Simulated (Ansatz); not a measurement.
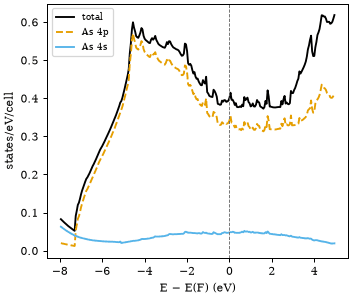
Figure: Total and projected density of states of As in space group Pm-3m (No. 221; As on 1b), r²SCAN (plane waves, PAW; program Ansatz)

Which orbitals carry the states next to the Fermi level?

Within 0.5 eV of the Fermi level: As 4p 85 %, As 4s 12 %. Projections are on Löwdin-orthogonalised atomic valence shells; empty p or d shells of many metals are not among them.

Where is the tallest occupied peak in this window, and what makes it?

Near -4.5 eV, about 0.60 states/eV per cell; the largest projected share is As 4p.

The first step of the workflow began from a Materials Project structure, measured or hypothetical; the Crystallography Open Database copy checked does not list it. It is not the phase usual at ambient conditions (space group No. 166). Symmetry was held in the r²SCAN relaxation; its stability against distortions is not shown here. Spin–orbit coupling is left out wherever it is not named.

Potentials: the later of the program's two PAW sets.
